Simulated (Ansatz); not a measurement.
**C3H2ClF: how energies converge with the basis set**

How large a basis does C3H2ClF need? Two functionals are run in growing sets.

Program: Ansatz 0.2.0, Gaussian basis. Level of theory: one geometry, several basis sets. These are calculated values, not measurements.

Levels to be run: PBE0-D4/def2-SVP; ωB97M-V/def2-SVP; PBE0-D4/def2-QZVPP; ωB97M-V/def2-QZVPP; the functionals' def2-TZVPP values are taken from earlier runs.

### 1 Structure used throughout

An earlier PBE0-D4 in a triple-zeta def2 set relaxation fixed the geometry.

SMILES `FC1=CC1Cl`, 7 atoms, charge 0, spin multiplicity 1.

Atoms are counted from 1 here; the program's logs count them from 0.

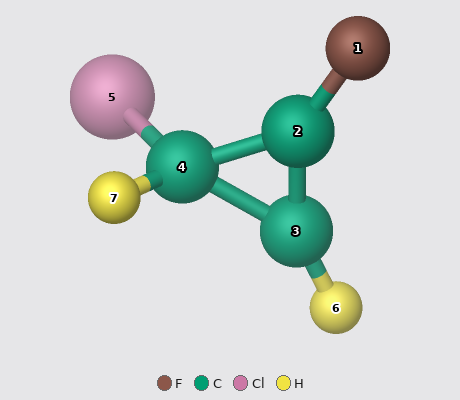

The structure; fluorine brown, carbon teal, chlorine pink, hydrogen yellow; atoms are numbered from 1 in the order of the file.

### 2 PBE0-D4 in def2-SVP

in.yaml

```yaml
crystal:
  periodic: [false, false, false]
  atoms:
    - {symbol: F, position_ang: [0.415953, -2.094463, -0.334423]}
    - {symbol: C, position_ang: [0.254769, -0.851449, 0.006887]}
    - {symbol: C, position_ang: [0.154652, 0.033261, 0.937234]}
    - {symbol: C, position_ang: [0.000685, 0.474118, -0.491641]}
    - {symbol: Cl, position_ang: [-1.623553, 0.912028, -1.122889]}
    - {symbol: H, position_ang: [0.123879, 0.365720, 1.959336]}
    - {symbol: H, position_ang: [0.734815, 1.092786, -1.000205]}
basis:
  gaussian: {orbitals: def2-SVP}
hamiltonian: {xc: pbe0, dispersion: d4}
output: {orbitals: {seedname: orbitals}}
```

Run with:

```sh
$ ansatz run in.yaml --threads 2 --pin off --events-out ev --progress --plain --max-ram 4352MiB
```

Further steps of the session: ωB97M-V in def2-SVP; PBE0-D4 in def2-QZVPP; ωB97M-V in def2-QZVPP.

Q: Predict the results of all the runs planned. Wanted: PBE0-D4: double and triple zeta above quadruple; ωB97M-V: double and triple zeta above quadruple.

As calculated:

```
                                       quantity           value
PBE0-D4: double and triple zeta above quadruple  11.75, 0.68 eV
ωB97M-V: double and triple zeta above quadruple  11.87, 0.64 eV
```

In words: PBE0-D4 gains 11.08 eV from double to triple zeta, then 0.68 eV more. These are total energies; as a rule much of such shifts cancels in differences, which this series doesn't test. The LUMO of ωB97M-V is positive and keeps falling with the basis (2.38 to 1.81 eV): an unbound level that the basis holds in place.
